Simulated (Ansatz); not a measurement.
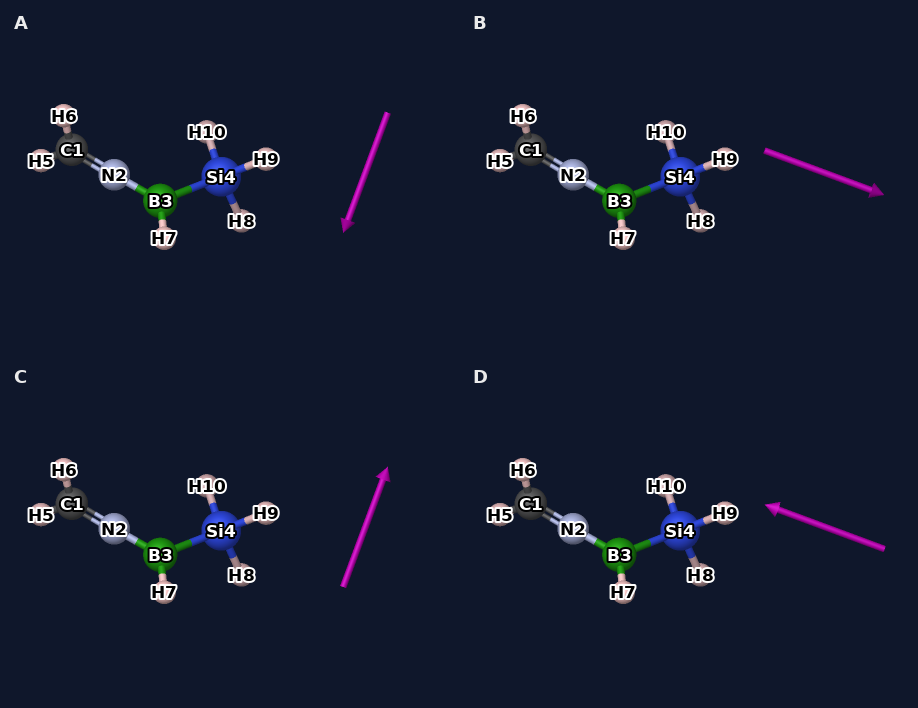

The same molecule four times, each with an arrow. Computed geometry: PBE-D4/def2-SVP optimisation. No frequency run is at hand to confirm it as a minimum. Level of theory: RKS PBE-D4/def2-SVP (Ansatz 0.2.0).

Which arrow points along the dipole moment, from the negative to the positive end?

Answer. D. The dipole moment is 2.40 D; it points from the side of H8, H9 to the side of H5, H6 (the outermost atoms at the two ends).
